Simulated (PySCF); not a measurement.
# BCl (SMILES [B]Cl): M06-L/def2-TZVPPD

What is the vertical ionisation energy of BCl at M06-L/def2-TZVPPD? 

The results are computed with PySCF 2.14.0.

2 further runs of the same task are left out: 2 set aside as unsound or not needed.

## Step 1: The molecule

BCl: 2 atoms, total charge 0, spin state singlet. SMILES: `[B]Cl`. The coordinates come from a PBE0-D4/def2-TZVP relaxation.

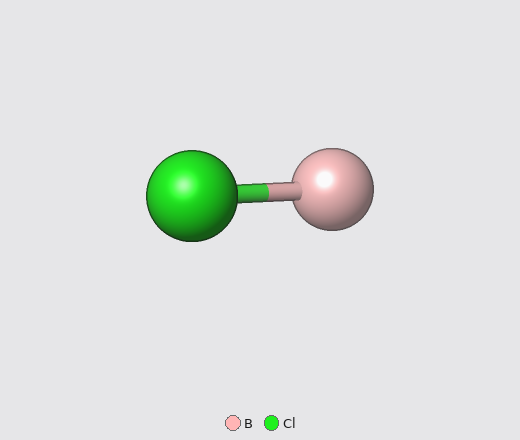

The structure, seen from a chosen angle (boron pink, chlorine green).

## Step 2: A single-point energy at M06-L/def2-TZVPPD

File job.py:

```python
from pyscf import gto, dft

mol = gto.M(
    atom=[
    ('B', (-0.000000, -0.000000, -0.069660)),
    ('Cl', (0.000000, 0.000000, 1.648190)),
],
    basis='def2-tzvppd',
    max_memory=1860,
    verbose=3,
)

ks = dft.RKS(mol)
ks.xc = 'm06-l'
ks.grids.level = 5
ks.conv_tol = 1e-10
ks.kernel()
if not ks.converged:
    ks = ks.newton().run(ks.mo_coeff, ks.mo_occ)

e_tot = ks.e_tot
print(f'total energy: {e_tot:.8f} hartree')
```

The run is started by

```sh
$ OMP_NUM_THREADS=1 python job.py
```

The program printed:

```text
converged SCF energy = -484.99102476626
total energy: -484.99102477 hartree
```

Run time: 11 s. Hardware: 1 thread of Arm Neoverse V1, shared host; peak memory 0.45 GiB.

## Step 3: The doublet cation at the same level

File start.xyz:

```xyz
2
BCl
B      0.000000     0.000000    -0.069660
Cl     0.000000     0.000000     1.648190
```

File run.py:

```python
from pyscf import gto, dft

mol = gto.Mole()
mol.atom = 'start.xyz'
mol.spin = 1
mol.basis = 'def2-tzvppd'
mol.max_memory = 1860
mol.verbose = 4
mol.charge = 1
mol.build()

mf = dft.UKS(mol, xc='m06-l')
mf.grids.level = 5
mf.conv_tol = 1e-10
mf.kernel()
if not mf.converged:
    mf = mf.newton().run(mf.mo_coeff, mf.mo_occ)

e_tot = mf.e_tot
print('E = %.10f Eh' % e_tot)
```

The run is started by

```sh
$ OMP_NUM_THREADS=1 python run.py
```

The program printed:

```text
PySCF version 2.14.0

[INPUT] num. atoms = 2
[INPUT] num. electrons = 21
[INPUT] charge = 1
[INPUT] spin (= nelec alpha-beta = 2S) = 1
[INPUT] symmetry False subgroup None
[INPUT] Mole.unit = angstrom
[INPUT] Symbol           X                Y                Z      unit          X                Y                Z       unit  Magmom
[INPUT]  1 B      0.000000000000   0.000000000000  -0.069660000000 AA    0.000000000000   0.000000000000  -0.131638321837 Bohr   0.0
[INPUT]  2 Cl     0.000000000000   0.000000000000   1.648190000000 AA    0.000000000000   0.000000000000   3.114627701247 Bohr   0.0

nuclear repulsion = 26.183929288471
number of shells = 30
number of NR pGTOs = 124
number of NR cGTOs = 88
basis = def2-tzvppd
ecp = {}

******** <class 'pyscf.dft.uks.UKS'> ********
method = UKS
initial guess = minao
damping factor = 0
level_shift factor = 0
DIIS = <class 'pyscf.scf.diis.CDIIS'>
diis_start_cycle = 1
diis_space = 8
diis_damp = 0
SCF conv_tol = 1e-10
SCF conv_tol_grad = None
SCF max_cycles = 50
direct_scf = True
direct_scf_tol = 1e-13
number electrons alpha = 11  beta = 10
XC library pyscf.dft.libxc version 7.0.0
    S. Lehtola, C. Steigemann, M. J.T. Oliveira, and M. A.L. Marques.,  SoftwareX 7, 1–5 (2018)
XC functionals = m06-l
    Y. Zhao and D. G. Truhlar.,  Theor. Chem. Acc. 120, 215 (2008)
radial grids:
    Treutler-Ahlrichs [JCP 102, 346 (1995); DOI:10.1063/1.469408] (M4) radial grids

becke partition: Becke, JCP 88, 2547 (1988); DOI:10.1063/1.454033
pruning grids: <function nwchem_prune>
grids dens level: 5
symmetrized grids: False
atomic radii adjust function: <function treutler_atomic_radii_adjust>
small_rho_cutoff = 0
Set gradient conv threshold to 1e-05
tot grids = 86208
init E= -485.086252194893
[... the frontier-level lines of each cycle are left out ...]


cycle= 1 E= -484.584120764881  delta_E= 0.502  |g|= 0.225  |ddm|= 0.979
cycle= 2 E= -484.365097296973  delta_E= 0.219  |g|= 0.658  |ddm|= 0.789
cycle= 3 E= -484.631493628286  delta_E= -0.266  |g|= 0.0575  |ddm|= 0.491
cycle= 4 E= -484.632294784167  delta_E= -0.000801  |g|= 0.0255  |ddm|= 0.137
cycle= 5 E= -484.632242679232  delta_E= 5.21e-05  |g|= 0.0354  |ddm|= 0.118
cycle= 6 E= -484.632264124233  delta_E= -2.14e-05  |g|= 0.0286  |ddm|= 0.125
cycle= 7 E= -484.632275432636  delta_E= -1.13e-05  |g|= 0.0278  |ddm|= 0.00542
cycle= 8 E= -484.632220503793  delta_E= 5.49e-05  |g|= 0.0299  |ddm|= 0.00704
cycle= 9 E= -484.632060110178  delta_E= 0.00016  |g|= 0.035  |ddm|= 0.0164
cycle= 10 E= -484.632340555067  delta_E= -0.00028  |g|= 0.025  |ddm|= 0.0308
cycle= 11 E= -484.632564292694  delta_E= -0.000224  |g|= 0.00426  |ddm|= 0.0467
cycle= 12 E= -484.63256392784  delta_E= 3.65e-07  |g|= 0.00466  |ddm|= 0.00221
cycle= 13 E= -484.632569835143  delta_E= -5.91e-06  |g|= 0.00164  |ddm|= 0.00563
cycle= 14 E= -484.632570226238  delta_E= -3.91e-07  |g|= 0.00116  |ddm|= 0.000837
cycle= 15 E= -484.632570326619  delta_E= -1e-07  |g|= 0.000988  |ddm|= 0.000397
cycle= 16 E= -484.632570508527  delta_E= -1.82e-07  |g|= 0.00056  |ddm|= 0.00295
cycle= 17 E= -484.63257059248  delta_E= -8.4e-08  |g|= 0.000122  |ddm|= 0.000809
cycle= 18 E= -484.632570589321  delta_E= 3.16e-09  |g|= 0.000164  |ddm|= 0.000517
cycle= 19 E= -484.63257059686  delta_E= -7.54e-09  |g|= 6.67e-06  |ddm|= 0.000317
cycle= 20 E= -484.632570596875  delta_E= -1.41e-11  |g|= 7.87e-07  |ddm|= 1.11e-05
Extra cycle  E= -484.63257059687  delta_E= 5e-12  |g|= 3.54e-06  |ddm|= 7.68e-06
converged SCF energy = -484.63257059687  <S^2> = 0.75863745  2S+1 = 2.0086189
E = -484.6325705969 Eh
```

It took 38 s on 1 thread of Arm Neoverse V1, shared host; peak memory 0.46 GiB.

## Step 4: What came out

Level: M06-L/def2-TZVPPD.

| quantity | value |
| --- | --- |
| singlet BCl: total energy | -484.99102 Eh |
| singlet BCl: dipole moment | 1.71 D |
| singlet BCl: HOMO energy | -6.39 eV |
| singlet BCl: LUMO energy | -2.54 eV |
| singlet BCl: HOMO–LUMO gap | 3.86 eV |
| doublet cation: total energy | -484.63257 Eh |
| doublet cation: HOMO energy (highest over α and β) | -16.44 eV |
| doublet cation: LUMO energy (lowest over α and β) | -14.81 eV |
| doublet cation: ⟨S²⟩ | 0.759 |
| vertical ionisation energy (to the doublet cation) | 9.754 eV |

**Reading.** The vertical ionisation energy comes to 9.75 eV (225 kcal/mol). −ε(HOMO) before ionisation, 6.39 eV, is 3.36 eV below this ionisation energy.
